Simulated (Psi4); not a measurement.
**TPSS/def2-SVP (core potential, sweep point 5) run of SnH4 (SMILES [SnH4])**

What is the vertical ionisation energy of SnH4 at TPSS/def2-SVP (core potential, sweep point 5)? 

The calculation is run with Psi4 1.11.

4 further runs of the same task are left out: 4 set aside as unsound or not needed.

## (1) The system as given

SnH4: 5 atoms, total charge 0, spin state singlet. SMILES: `[SnH4]`. The shape is that of a PBE0-D4/def2-TZVP optimisation.

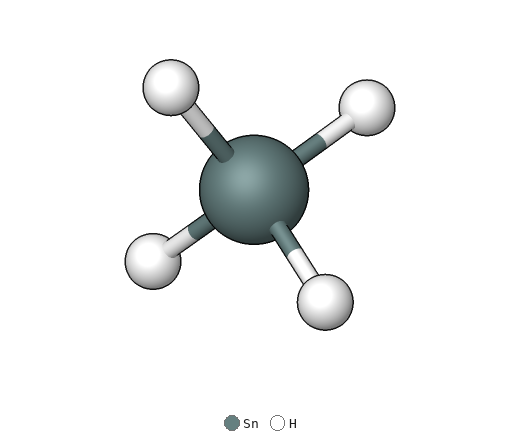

The structure, seen from a chosen angle (tin teal, hydrogen white).

## (2) The energy at TPSS/def2-SVP (core potential, sweep point 5)

Input file job.inp:

```
memory 1.6 GB

molecule {
  0 1
  Sn     0.000030     0.000010     0.000040
  H      0.823920    -0.853480     1.222940
  H     -1.563610     0.403420     0.543140
  H     -0.116810    -0.974610    -1.392490
  H      0.856470     1.424640    -0.373640
  symmetry c1
}

set globals {
  basis def2-SVP
  puream true
  scf_type pk
  dft_radial_points 99
  dft_spherical_points 590
  d_convergence 1e-06
  e_convergence 1e-06
}

energy("tpss")
```

The run is started by

```console
psi4 -i job.inp -o job.out -n 1
```

job.out:

```text
[...]
    !!!  WARNING: ECP capability is in beta. Please check occupations closely.  !!!
[...]
  Running in c1 symmetry.
[...]
  Nuclear repulsion =   28.473969965174199
[...]
  Multiplicity = 1
[...]
  Nalpha       = 13
  Nbeta        = 13
[...]
    Number of basis functions: 46
[...]
   @RKS iter   1:  -216.51843053459757   -1.26971e+00   6.26282e-03 ADIIS/DIIS
[...]
   @RKS iter   7:  -216.57735743718666   -1.42995e-08   1.75572e-07 DIIS
[...]
    Orbital Energies [Eh]
    ---------------------
    Doubly Occupied:
       1A     -4.926840     2A     -3.298158     3A     -3.298156
       4A     -3.298155     5A     -0.942887     6A     -0.942886
       7A     -0.942886     8A     -0.938772     9A     -0.938770
      10A     -0.482042    11A     -0.298184    12A     -0.298173
      13A     -0.298142
[...]
  @RKS Final Energy:  -216.57735743718666
   => Energetics <=
    Nuclear Repulsion Energy =             28.4739699651741986
    One-Electron Energy =                -435.0900975482981039
    Two-Electron Energy =                 209.4384790531409806
    DFT Exchange-Correlation Energy =     -19.3997089072037419
    Empirical Dispersion Energy =           0.0000000000000000
    VV10 Nonlocal Energy =                  0.0000000000000000
    Total Energy =                       -216.5773574371866630
[...]
 Multipole Moments:
 ------------------------------------------------------------------------------------
     Multipole            Electronic (a.u.)      Nuclear  (a.u.)        Total (a.u.)
 ------------------------------------------------------------------------------------
 L = 1.  Multiply by 2.5417464519 to convert [e a0] to [Debye]
 Dipole X            :          0.0002837           -0.0002235            0.0000602
 Dipole Y            :          0.0001356           -0.0001043            0.0000313
 Dipole Z            :          0.0004004           -0.0003129            0.0000874
 Magnitude           :                                                    0.0001107
[...]
```

Wall time 13 s (1 thread of Intel Xeon at 2.70GHz, shared host); peak memory 1.1 GiB.

## (3) The doublet cation at the same level

Input file h4sn.in:

```
memory 1600 mb

molecule m {
  1 2
  Sn     0.000030     0.000010     0.000040
  H      0.823920    -0.853480     1.222940
  H     -1.563610     0.403420     0.543140
  H     -0.116810    -0.974610    -1.392490
  H      0.856470     1.424640    -0.373640
  units angstrom
  symmetry c1
}

set reference uks
set puream true
set scf_type pk
set dft_radial_points 99
set dft_spherical_points 590
set d_convergence 1e-06
set e_convergence 1e-06
set maxiter 100

result = energy('tpss/def2-SVP')
```

The run is started by

```console
psi4 h4sn.in h4sn.out -n 1
```

h4sn.out:

```text
[...]
    !!!  WARNING: ECP capability is in beta. Please check occupations closely.  !!!
[...]
  Running in c1 symmetry.
[...]
  Nuclear repulsion =   28.473969965174199
[...]
  Multiplicity = 2
[...]
  Nalpha       = 13
  Nbeta        = 12
[...]
    Number of basis functions: 46
[...]
   @UKS iter   1:  -216.11909259617875   -8.70375e-01   4.95842e-03 DIIS/ADIIS
[...]
   @UKS iter  19:  -216.16048927626946   -1.98086e-07   7.47850e-07 DIIS
[...]
   @S^2 Observed:                7.582651908E-01
[...]
    Orbital Energies [Eh]
    ---------------------
    Alpha Occupied:
       1A     -5.208611     2A     -3.585023     3A     -3.577457
       4A     -3.577456     5A     -1.227439     6A     -1.227438
       7A     -1.224976     8A     -1.220715     9A     -1.215496
      10A     -0.760008    11A     -0.578621    12A     -0.571531
      13A     -0.571518
    Alpha Virtual:
      14A     -0.241954    15A     -0.221832    16A     -0.219477
      17A     -0.219455    18A     -0.039465    19A     -0.024277
      20A     -0.015557    21A     -0.015551    22A      0.021491
      23A      0.033915    24A      0.197514    25A      0.197529
[...]
  @UKS Final Energy:  -216.16048927626946
   => Energetics <=
    Nuclear Repulsion Energy =             28.4739699651741986
    One-Electron Energy =                -427.8492088212171325
    Two-Electron Energy =                 202.3172998526582660
    DFT Exchange-Correlation Energy =     -19.1025502728847876
    Empirical Dispersion Energy =           0.0000000000000000
    VV10 Nonlocal Energy =                  0.0000000000000000
    Total Energy =                       -216.1604892762694590
[...]
 Multipole Moments:
 ------------------------------------------------------------------------------------
     Multipole            Electronic (a.u.)      Nuclear  (a.u.)        Total (a.u.)
 ------------------------------------------------------------------------------------
 L = 1.  Multiply by 2.5417464519 to convert [e a0] to [Debye]
 Dipole X            :         -0.0000721           -0.0002235           -0.0002956
 Dipole Y            :         -0.0000497           -0.0001043           -0.0001540
 Dipole Z            :          0.0001744           -0.0003129           -0.0001385
 Magnitude           :                                                    0.0003610
[...]
```

Run time: 42 s. Hardware: 1 thread of Intel Xeon at 2.70GHz, shared host; peak memory 1.1 GiB.

## (4) Results

At TPSS/def2-SVP (core potential, sweep point 5):

```
                                          quantity          value
                        singlet SnH4: total energy  -216.57736 Eh
                       singlet SnH4: dipole moment         0.00 D
                         singlet SnH4: HOMO energy       -8.11 eV
                         singlet SnH4: LUMO energy        0.33 eV
                       singlet SnH4: HOMO–LUMO gap        8.44 eV
                      doublet cation: total energy  -216.16049 Eh
doublet cation: HOMO energy (highest over α and β)      -14.70 eV
 doublet cation: LUMO energy (lowest over α and β)      -14.59 eV
                              doublet cation: ⟨S²⟩          0.758
vertical ionisation energy (to the doublet cation)      11.344 eV
```

**Reading.** Removing an electron at fixed nuclei costs 11.34 eV (1094 kJ/mol). −ε(HOMO) before ionisation, 8.11 eV, is 3.23 eV below this ionisation energy.
